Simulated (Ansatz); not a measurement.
## Electronic structure of F$_{4}$H$_{6}$OSi$_{2}$ in real space

```csv
atom,x (Å),y (Å),z (Å)
Si,-0.9443,0.4010,0.9397
O,0.2202,-0.1688,-0.2018
Si,0.0709,0.0029,-1.8950
F,-1.9161,0.8935,-0.2740
F,-0.5787,1.8228,1.5317
H,-1.8849,-0.5001,1.6017
H,1.2515,-0.6637,1.8056
F,0.2900,-0.3158,2.2438
H,1.2183,-0.5917,0.2426
F,2.0380,-0.9450,0.9893
H,-0.0010,1.4335,-2.2437
H,1.3331,-0.6000,-2.3811
H,-1.0968,-0.7686,-2.3588
```

A transition-state structure; geometry: PBE0-D4/def2-TZVP.

All numbers below come from Ansatz, RKS PBE0-D4/def2-TZVPP.

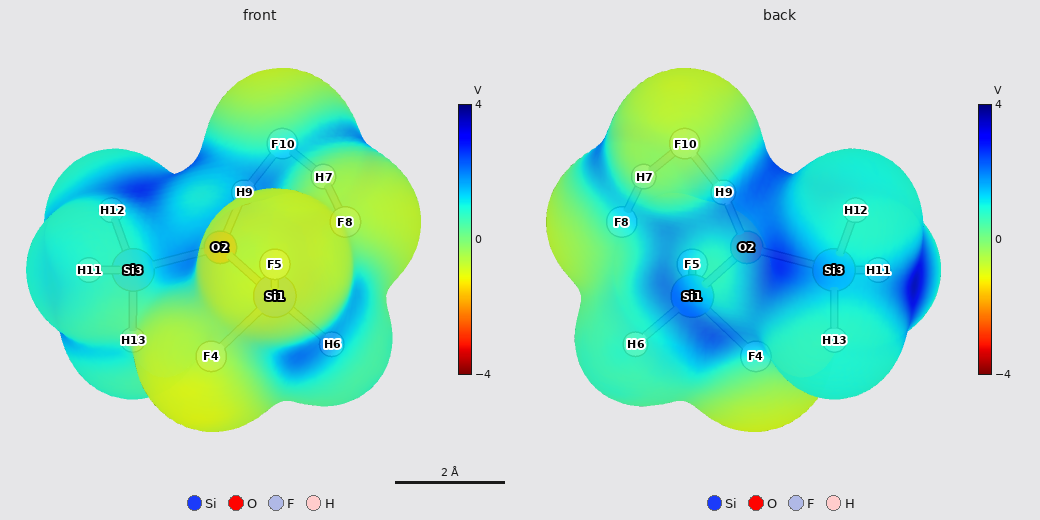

Figure 1. The molecular electrostatic potential painted on the density surface at 0.004 e/bohr³, seen from the front and from behind; red is negative and blue positive.

### Which sites attract a positive test charge, and which a negative one?

A positive charge is drawn to the negative regions and a negative charge to the positive ones. The most negative region (about −1.0 V, or −23 kcal/mol for a unit charge) lies over F4 and F5, the most positive (about +3.0 V, or +69 kcal/mol for a unit charge) over Si3.

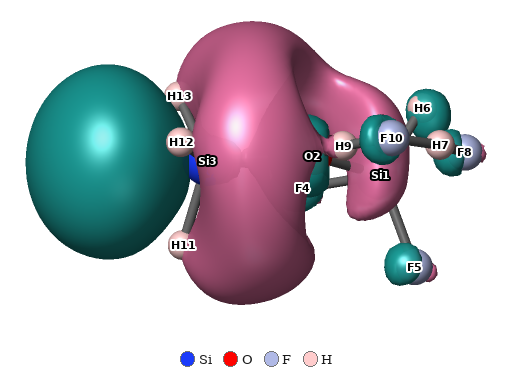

Figure 2. One frontier orbital at ±0.08 Å⁻³ᐟ² (teal and pink are the two phases), seen from one side.

### Which orbital is it: HOMO or LUMO?

The LUMO, at −0.59 eV. It lies mainly on Si3 (about 55 %), O2 (about 10 %), H13 (about 5 %), H11 (about 5 %), H12 (about 5 %) and Si1 (about 5 %).

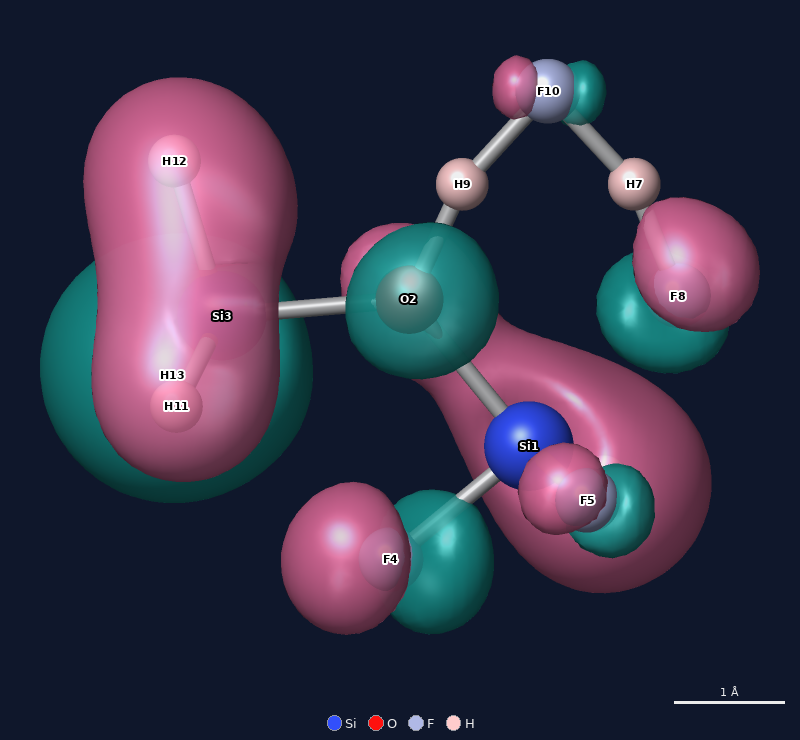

Figure 3. The HOMO−1 at ±0.08 Å⁻³ᐟ² (teal and pink are the two phases), seen across its widest extent.

### What is the character of this orbital?

Its weight (Hirshfeld) is mainly on Si3 (about 25 %), H13 (about 20 %), H6 (about 10 %), Si1 (about 10 %), F4 (about 10 %) and O2 (about 5 %). Its energy is −10.37 eV.
